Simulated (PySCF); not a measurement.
**SiH4 (silane): levels of theory compared**

Aim: a comparison of 6 runs (M06-2X/STO-3G, PBE/STO-3G, UPBE0/STO-3G, r2SCAN/STO-3G, CCSD(T)/STO-3G, UCCSD(T)/STO-3G) of SiH4 (silane). Input form: a Python script.

The calculation is run with PySCF 2.14.0.

9 further runs of the same task are left out: 9 set aside as unsound or not needed.

### 1 The molecule

SiH4: 5 atoms, total charge 0, spin state singlet. SMILES: `[SiH4]`. The Si1–H5 distance was set to 1.782 Å, away from the relaxed value.

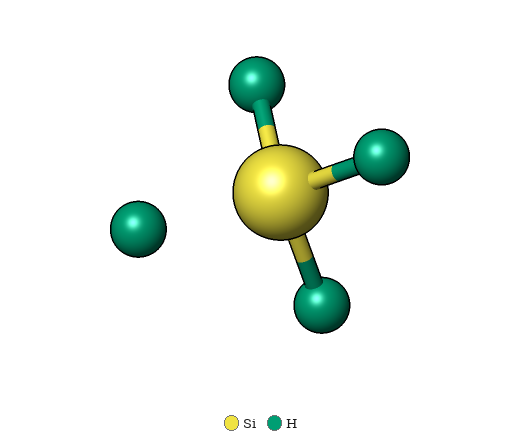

The structure, seen from a chosen angle (silicon yellow, hydrogen teal).

### 2 A single-point energy at M06-2X/STO-3G (run 1)

File calc.py:

```python
from pyscf import gto, dft

mol = gto.M(
    atom='''
Si  -0.093712  -0.276795   0.052727
H    0.873888  -0.965195   0.943727
H   -1.424712  -0.231895   0.708827
H   -0.198812  -1.017095  -1.229773
H    0.468500   1.383800  -0.264200
''',
    spin=0,
    basis='sto-3g',
    verbose=3,
    max_memory=1860,
)

ks = dft.RKS(mol)
ks.xc = 'm06-2x'
ks.conv_tol = 1e-10
ks.grids.level = 5
ks.kernel()
if not ks.converged:
    ks = ks.newton().run(ks.mo_coeff, ks.mo_occ)

etot = ks.e_tot
print(f'total energy: {etot:.8f} hartree')
```

Launch:

```
$ OMP_NUM_THREADS=1 python calc.py
```

Log:

```text
converged SCF energy = -288.477502051038
total energy: -288.47750205 hartree
```

It took 2.1 s on 1 thread of Arm Neoverse V1, shared host; peak memory 0.17 GiB.

### 3 The energy at PBE/STO-3G (run 2)

File run.py:

```python
from pyscf import gto, dft

mol = gto.M(
    atom='''
Si    -0.177090    -0.523067     0.099640
H      1.651409    -1.823954     1.783386
H     -2.692315    -0.438218     1.339489
H     -0.375700    -1.922031    -2.323934
H      0.885337     2.615003    -0.499266
''',
    verbose=4,
    max_memory=1860,
    spin=0,
    unit='bohr',
    basis='sto-3g',
)

mf = dft.RKS(mol)
mf.xc = 'pbe'
mf.conv_tol = 1e-10
mf.grids.level = 5
mf.kernel()
if not mf.converged:
    mf = mf.newton().run(mf.mo_coeff, mf.mo_occ)

e_tot = mf.e_tot
print('E = %.10f Eh' % e_tot)
```

Launch:

```
$ OMP_NUM_THREADS=1 python run.py
```

Log:

```text
PySCF version 2.14.0

[... 70 lines left out ...]
converged SCF energy = -288.308222103698
E = -288.3082221037 Eh
```

Wall time 1.7 s (1 thread of Arm Neoverse V1, shared host); peak memory 0.17 GiB.

Runs 3 to 5 aren't shown in full; the table further down has their settings and results.

### 4 The energy at UCCSD(T)/STO-3G (run 6)

File calc.py:

```python
from pyscf import gto, cc

molecule = gto.M(
    atom='''
Si    -0.177090    -0.523067     0.099640
H      1.651409    -1.823954     1.783386
H     -2.692315    -0.438218     1.339489
H     -0.375700    -1.922031    -2.323934
H      0.885337     2.615003    -0.499266
''',
    unit='bohr',
    spin=0,
    max_memory=1860,
    basis='sto-3g',
    verbose=3,
)

hf = molecule.UHF()
hf.conv_tol = 1e-10
hf.kernel()
if not hf.converged:
    hf = hf.newton().run(hf.mo_coeff, hf.mo_occ)
for _ in range(3):
    mo, _, stable, _ = hf.stability(return_status=True)
    if stable:
        break
    hf.kernel(hf.make_rdm1(mo, hf.mo_occ))

mycc = cc.CCSD(hf, frozen=5)
mycc.kernel()
e_t = mycc.ccsd_t()
energy = mycc.e_tot + e_t
print(f'total energy: {energy:.8f} hartree')
```

Launch:

```
$ OMP_NUM_THREADS=1 python calc.py
```

Log:

```text
converged SCF energy = -287.863164507022  <S^2> = 1.4210855e-14  2S+1 = 1
<class 'pyscf.scf.uhf.UHF'> wavefunction is stable in the internal stability analysis
E(UCCSD) = -287.9450015728901  E_corr = -0.08183706586849727
UCCSD(T) correction = -0.000530048123232328
total energy: -287.94553162 hartree
```

It took 0.82 s on 1 thread of Arm Neoverse V1, shared host; peak memory 0.12 GiB.

### 5 All runs side by side

```tsv
run	level	follow instability	integration grid	energy (Eh)	dipole moment (D) of the reference	HOMO energy (eV)	LUMO energy (eV)	wall time
1	M06-2X/STO-3G	–	5	-288.477502	0.19	-8.13	6.68	2.1 s
2	PBE/STO-3G	–	5	-288.308222	0.22	-5.66	4.31	1.7 s
3	UPBE0/STO-3G	yes	5	-288.353813	0.21	-6.94	5.61	5.4 s
4	r2SCAN/STO-3G	–	5	-288.454750	0.23	-6.02	4.59	2.2 s
5	CCSD(T)/STO-3G	–	–	-287.945532	0.25	-9.88	10.39	0.66 s
6	UCCSD(T)/STO-3G	yes	–	-287.945532	0.25	-9.88	10.39	0.82 s
```

### 6 What came out

| quantity | value |
| --- | --- |
| run 6: total energy | -287.94553 Eh |
| run 6: dipole moment (Hartree–Fock density) | 0.25 D |
| run 6: HOMO energy (Hartree–Fock orbitals) | -9.88 eV |
| run 6: LUMO energy (Hartree–Fock orbitals) | 10.39 eV |
| run 6: HOMO–LUMO gap (Hartree–Fock orbitals) | 20.27 eV |
| run 6: correlation energy (5 core orbitals frozen) | -82.4 mEh |
| run 6: (T) correction | -0.53 mEh |
| run 6: T1 diagnostic | 0.005 |

**Reading.** Over runs 1, 2, 3, 4 the dipole moment (its size) runs from 0.19 D (M06-2X/STO-3G) to 0.23 D (r2SCAN/STO-3G). Over runs 1, 2, 3, 4 the HOMO–LUMO gap runs from 9.97 eV (PBE/STO-3G) to 14.81 eV (M06-2X/STO-3G). Totals of different functionals can't be ranked against each other. In runs 1, 2, 3, 4, 5, 6 the basis is minimal, so the values are rough. All runs together took 13 s, the longest 5.4 s.
